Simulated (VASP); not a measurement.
Band structure of LaSi (relaxed from the wurtzite structure, space group P6_3/mmc). Computed with PBEsol GGA, VASP's PBE PAW potentials (set 64) (plane waves; VASP).

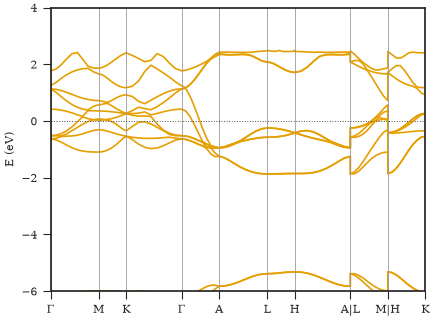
Figure. Bands along high-symmetry lines, zero at the valence-band maximum or, without a gap, the Fermi level

**Question.** Read the plot: is there a gap, and where are the band edges?

**Answer.** It has no gap at this level: it comes out as a metal or semimetal. (Edges off the drawn lines would not show.)

The structure was generated: LaSi was put into the wurtzite type (P6_3mc), which need not be its known phase. It was relaxed first, which changed the volume by -28 %. The relaxed cell has space group P6_3/mmc.
